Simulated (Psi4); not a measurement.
# One shape, several levels: triplet C2H6S2

Aim: a comparison of 3 runs (UHF/STO-3G, UHF/3-21G, UB3LYP/6-31G*) of triplet C2H6S2. 

Program for the calculation: Psi4 1.11.

### 1 The structure to begin with

The species is C2H6S2 (10 atoms), meant as a triplet with charge 0. As SMILES of the parent species, `CSSC`. Geometry: relaxed at PBE0-D4/def2-TZVP. This is one conformer, not always the lowest. That shape belongs to the parent species and isn't relaxed for this state.

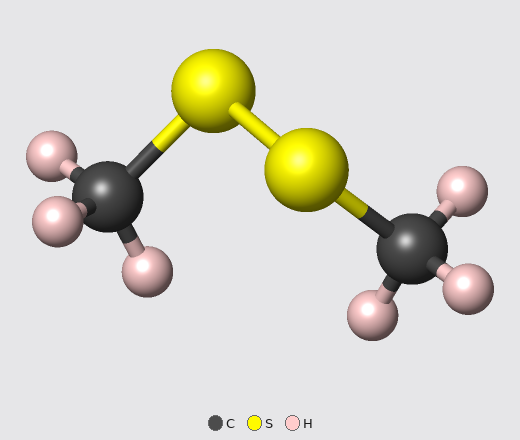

The structure, seen from a chosen angle (carbon dark grey, sulfur yellow, hydrogen pink).

### 2 The energy at UHF/STO-3G (run 1)

The input, c2h6s2.xyz:

```xyz
10
C2H6S2
C     -1.051300     1.501800    -0.317200
S      0.740400     1.356700    -0.153900
S      0.967800    -0.119700     1.216900
C      0.915200    -1.624600     0.221900
H     -1.485400     0.595200    -0.738400
H     -1.506100     1.726500     0.646700
H     -1.228700     2.332500    -1.004300
H      1.095800    -2.452600     0.911400
H     -0.061400    -1.758100    -0.243200
H      1.696600    -1.608900    -0.536800
```

The input, run_ase.py:

```python
import numpy as np
from ase.calculators.psi4 import Psi4
from ase.io import read

mol = read('c2h6s2.xyz')
calc = Psi4(atoms=mol, method='hf', basis='STO-3G', memory='1600MB', num_threads=1, charge=0, multiplicity=3, label='calc', reference='uhf')
calc.psi4.set_options({'puream': True, 'e_convergence': 1e-09, 'd_convergence': 1e-08, 'scf_type': 'pk', 'maxiter': 200})
mol.calc = calc

print(f'energy: {mol.get_potential_energy():.6f} eV')
```

Command:

```
$ python run_ase.py
```

calc.dat:

```text
[...]
  Running in c1 symmetry.
[...]
  Nuclear repulsion =  223.208564869706038
[...]
  Multiplicity = 3
[...]
  Nalpha       = 26
  Nbeta        = 24
[...]
    Number of basis functions: 34
[...]
   @UHF iter   1:  -864.38043251653721   -2.68384e+00   6.81342e-03 DIIS/ADIIS
[...]
   @UHF iter  19:  -864.43979361662457   -9.09495e-13   4.64357e-09 DIIS
[...]
   @S^2 Observed:                2.009006948E+00
[...]
  @UHF Final Energy:  -864.43979361662457
   => Energetics <=
    Nuclear Repulsion Energy =            223.2085648697060378
    One-Electron Energy =               -1644.9465488738778731
    Two-Electron Energy =                 557.2981903875471517
    Total Energy =                       -864.4397936166245699
  UHF NO Occupations:
  HONO-2 :   24  A 1.9972278
  HONO-1 :   25  A 1.0000000
[...]
 Multipole Moments:
 ------------------------------------------------------------------------------------
     Multipole            Electronic (a.u.)      Nuclear  (a.u.)        Total (a.u.)
 ------------------------------------------------------------------------------------
 L = 1.  Multiply by 2.5417464519 to convert [e a0] to [Debye]
 Dipole X            :          4.1078838           -4.4607244           -0.3528405
 Dipole Y            :          3.0287336           -3.2889335           -0.2601999
 Dipole Z            :          2.5798078           -2.8013943           -0.2215865
 Magnitude           :                                                    0.4912240
[...]
```

Standard output:

```text
energy: -23522.604919 eV
```

Run time: 2.4 s. Hardware: 1 thread of Intel Xeon Platinum 8488C (Sapphire Rapids), shared host; peak memory 0.19 GiB.

### 3 Energy and gradient at UHF/3-21G (run 2)

The input, job.dat:

```
memory 1600 MB

molecule molecule1 {
  0 3
  C     -1.051300     1.501800    -0.317200
  S      0.740400     1.356700    -0.153900
  S      0.967800    -0.119700     1.216900
  C      0.915200    -1.624600     0.221900
  H     -1.485400     0.595200    -0.738400
  H     -1.506100     1.726500     0.646700
  H     -1.228700     2.332500    -1.004300
  H      1.095800    -2.452600     0.911400
  H     -0.061400    -1.758100    -0.243200
  H      1.696600    -1.608900    -0.536800
  units angstrom
  symmetry c1
}

set {
  basis 3-21G
  reference uhf
  puream true
  e_convergence 1e-09
  d_convergence 1e-08
  scf_type pk
  maxiter 200
}

energy_value, wavefunction = gradient("scf", return_wfn=True)
oeprop(wavefunction, "MULLIKEN_CHARGES", "MAYER_INDICES", "LOWDIN_CHARGES", title="SCF")
```

Command:

```
$ psi4 -i job.dat -o job.out -n 1
```

job.out:

```text
[...]
  Running in c1 symmetry.
[...]
  Nuclear repulsion =  223.208564869706038
[...]
  Multiplicity = 3
[...]
  Nalpha       = 26
  Nbeta        = 24
[...]
    Number of basis functions: 56
[...]
   @UHF iter   1:  -869.66521972926910   -2.72727e-01   4.08300e-03 ADIIS/DIIS
[...]
   @UHF iter  20:  -869.71937094710381   -3.52429e-12   7.42142e-09 DIIS
[...]
   @S^2 Observed:                2.016927456E+00
[...]
  @UHF Final Energy:  -869.71937094710381
   => Energetics <=
    Nuclear Repulsion Energy =            223.2085648697060378
    One-Electron Energy =               -1644.3133548953728678
    Two-Electron Energy =                 551.3854190785629044
    Total Energy =                       -869.7193709471038119
  UHF NO Occupations:
  HONO-2 :   24  A 1.9949499
  HONO-1 :   25  A 1.0000000
[...]
  -Total Gradient:
     Atom            X                  Y                   Z
    ------   -----------------  -----------------  -----------------
       1        0.036629290631    -0.006933312509     0.029119650233
       2        0.001068343350    -0.179355938265     0.134582871040
       3       -0.049189250444     0.143838924986    -0.164825824808
       4        0.014819098223     0.044871235292     0.003193836691
       5       -0.000649050756    -0.004692039668    -0.004651362019
       6       -0.007453855469     0.002479626027     0.004992390922
       7        0.005218177961     0.007798218277    -0.007370821143
       8        0.001302677222    -0.002963189446     0.011477770075
       9       -0.006637263093    -0.000668327687     0.000091222552
      10        0.004891832368    -0.004375197017    -0.006609733539
[...]
```

It took 3.3 s on 1 thread of Intel Xeon Platinum 8488C (Sapphire Rapids), shared host; peak memory 0.2 GiB.

### 4 Energy and forces at UB3LYP/6-31G(d) (spherical functions) (run 3)

The input, c2h6s2.in:

```
memory 1600 MB

molecule molecule1 {
  0 3
  C
  S 1 R2
  S 2 R3 1 A3
  C 3 R4 2 A4 1 D4
  H 1 R5 2 A5 3 D5
  H 1 R6 5 A6 2 D6
  H 1 R7 6 A7 5 D7
  H 4 R8 3 A8 2 D8
  H 4 R9 8 A9 3 D9
  H 4 R10 9 A10 8 D10

  R2 = 1.804968
  R3 = 2.027452
  A3 = 103.35867
  R4 = 1.804859
  A4 = 103.36621
  D4 = 86.05108
  R5 = 1.089851
  A5 = 111.31384
  D5 = -64.95089
  R6 = 1.089237
  A6 = 110.32211
  D6 = -123.11125
  R7 = 1.092538
  A7 = 109.38333
  D7 = 119.83002
  R8 = 1.092525
  A8 = 106.21137
  D8 = 176.61201
  R9 = 1.089903
  A9 = 108.94166
  D9 = -120.00022
  R10 = 1.089247
  A10 = 110.32405
  D10 = 120.08877
  symmetry c1
}

set globals {
  reference            uks
  puream               true
  e_convergence        1e-09
  d_convergence        1e-08
  scf_type             pk
  dft_radial_points    99
  dft_spherical_points 590
  maxiter              200
}

energy_value, wavefunction = gradient('b3lyp/6-31G*', return_wfn=True)
oeprop(wavefunction, 'MAYER_INDICES', 'WIBERG_LOWDIN_INDICES', 'MULLIKEN_CHARGES')
print_variables()
```

Command:

```
$ psi4 -i c2h6s2.in -o c2h6s2.out -n 1
```

c2h6s2.out:

```text
[...]
  Running in c1 symmetry.
[...]
  Nuclear repulsion =  223.208545354294785
[...]
  Multiplicity = 3
[...]
  Nalpha       = 26
  Nbeta        = 24
[...]
    Number of basis functions: 76
[...]
   @UKS iter   1:  -875.79321522591283   -1.60376e-02   8.86232e-03 ADIIS/DIIS
[...]
   @UKS iter  15:  -876.04025691229492   -4.54747e-13   6.31885e-09 DIIS
[...]
   @S^2 Observed:                2.005732551E+00
[...]
  @UKS Final Energy:  -876.04025691229492
   => Energetics <=
    Nuclear Repulsion Energy =            223.2085453542947846
    One-Electron Energy =               -1650.3306840295226721
    Two-Electron Energy =                 603.1478142892073038
    DFT Exchange-Correlation Energy =     -52.0659325262743593
    Empirical Dispersion Energy =           0.0000000000000000
    VV10 Nonlocal Energy =                  0.0000000000000000
    Total Energy =                       -876.0402569122949217
[...]
  -Total Gradient:
     Atom            X                  Y                   Z
    ------   -----------------  -----------------  -----------------
       1       -0.015453623912    -0.013222624254     0.006733349298
       2        0.018582410041    -0.139290573764     0.023588555263
       3        0.007969386883     0.132709799991    -0.051232375892
       4       -0.002465905138     0.017663157690     0.011946315910
       5       -0.001727038619     0.002945215436     0.004662161055
       6        0.002080932536     0.003594885307    -0.001984245765
       7       -0.000045401073     0.001885772894     0.004513140403
       8       -0.004819102211    -0.000675158894     0.000535737033
       9       -0.005075388357    -0.001268519730     0.002408798873
      10        0.000957332518    -0.004342850673    -0.001175132869
[...]
```

Run time: 38 s. Hardware: 1 thread of Intel Xeon Platinum 8488C (Sapphire Rapids), shared host; peak memory 0.78 GiB.

### 5 Overview of the runs

```csv
run,level,task,properties,energy (Eh),dipole moment (D),HOMO energy (eV),LUMO energy (eV),wall time
1,UHF/STO-3G,energy,–,-864.439794,1.25,-0.84,3.72,2.4 s
2,UHF/3-21G,gradient,"(mulliken, mayer, lowdin)",-869.719371,3.16,-5.22,-0.93,3.3 s
3,UB3LYP/6-31G* (spherical functions),gradient,"(mayer, wiberg, mulliken)",-876.040257,2.73,-2.13,–,38 s
```

### 6 Results

| quantity | value |
| --- | --- |
| run 3: total energy | -876.04026 Eh |
| run 3: dipole moment | 2.73 D |
| run 3: HOMO energy (highest over α and β) | -2.13 eV |
| run 3: ⟨S²⟩ | 2.006 |
| run 3: largest force on an atom | 7.327 eV/Å |

**Reading.** The dipole moment (its size) runs from 1.25 D (UHF/STO-3G) to 3.16 D (UHF/3-21G). In run 1 the basis is minimal, so the values are rough. All runs together took 44 s, the longest 38 s.
